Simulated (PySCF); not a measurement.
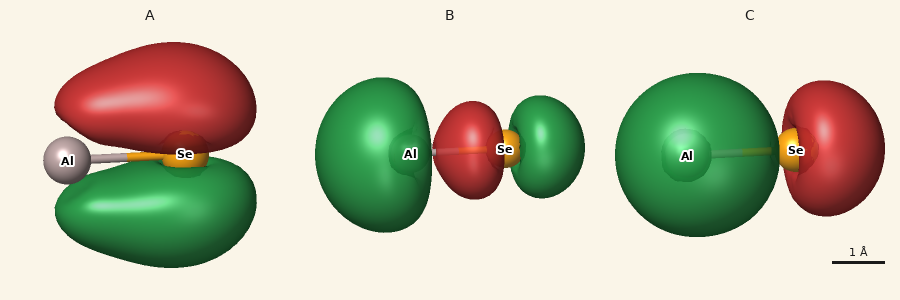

Figure 1: AlSe (doublet). Three frontier β-spin orbitals, each drawn at the value that holds 80 % of its norm (green and red are the two phases), in no order; of a degenerate pair one member is drawn.

Computed with PySCF 2.14.0, PBE0/def2-TZVPP, non-relativistic Hamiltonian with scalar-relativistic core potentials where named, at a bond length of 2.169 Å.

> Name the orbitals and rank them from lowest to highest energy.

Orbital C: σ, occupied in this spin, −9.37 eV; shared between the atoms (Al 50 %, Se 50 %).
Orbital A: π, occupied in this spin, −6.84 eV; mainly on Se (80 %).
Orbital B: σ, empty in this spin, −4.26 eV; shared between the atoms (Al 65 %, Se 35 %).
